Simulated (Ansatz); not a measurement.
WO3, pressure series

The reference is WO$_{3}$ (space group Cmcm, No. 63; a = 5.454 Å, b = 5.474 Å, c = 7.460 Å; a cell from a computed database, its experimental status unchecked).

Cell and atoms are relaxed at each pressure.

Calculations: DFT with PBEsol, PAW potentials and a 420 eV plane-wave cutoff in Ansatz (a quantum-chemistry and plane-wave program), scalar-relativistic without spin-orbit coupling.

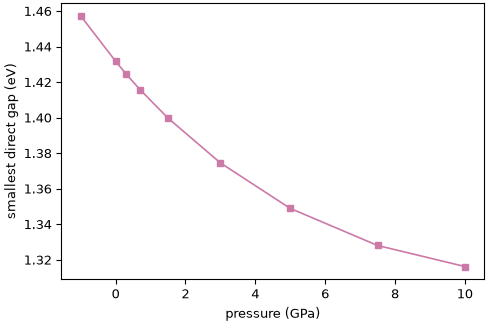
Smallest direct gap against pressure

Question: From the plot, what is the smallest direct gap for pressure 3 GPa?

Answer: About 1.37 eV.

Question: Is the trend monotonic over the range shown?

Answer: Yes, it falls throughout, spanning 1.32 eV to 1.46 eV.

With W present, leaving out spin-orbit coupling can change the band edges. Load acts through the strain it causes; cell and atoms are relaxed under it. Whether these cells are dynamically stable was not tested. No other phases were tried under pressure.
